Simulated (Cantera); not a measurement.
A closed system holds: 1 mol SiO2, a varied amount of H2, 0.038 mol H2O, held at 1850 °C and 1330 Pa.

Method: chemical equilibrium by Gibbs-energy minimisation in Cantera with the NASA 1993 tables (ideal gas, pure condensed phases). Candidate condensed phases: H2O, Si, SiO2; 18 gas species. Rates play no part.

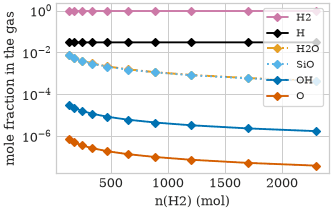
Equilibrium gas composition (values under 1e-9 drawn at 1e-9)

From 130 mol H2 to 2300 mol H2 nothing is condensed. The main Si-bearing gas is SiO throughout.
